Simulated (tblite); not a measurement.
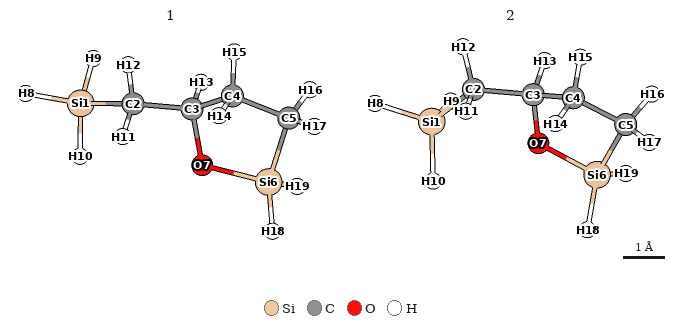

Two geometries of C₄H₁₂OSi₂, drawn at one scale. One is the start of a relaxation, the other its converged end. Style: ball-and-stick. Shown from a free direction.

These are results of GFN2-xTB geometry optimisation, gas phase in tblite, not measurements. 

Which of the two is the end point?

Structure 2 is the relaxed one. The energy falls by 0.231 eV in 144 geometry steps. The largest move after the best rigid fit is that of H9, 1.17 Å. Largest moves by element: H 1.17 Å, O 0.59 Å, Si 0.52 Å, C 0.37 Å. Some distances before and after: Si1–O7 3.375 → 2.678 Å, Si6–O7 1.691 → 1.632 Å, C3–O7 1.459 → 1.423 Å, Si1–C2 1.875 → 1.906 Å. Among the angles between lasting bonds that change: Si1–C2–C3 115.9° → 107.1°, Si1–C2–H12 106.8° → 112.6°, C3–O7–Si6 110.8° → 115.3°. Groups turn about C2–C3 by about 40°. Cost: 1.9 s on 1 thread of Arm Neoverse N1, with other jobs on the host.
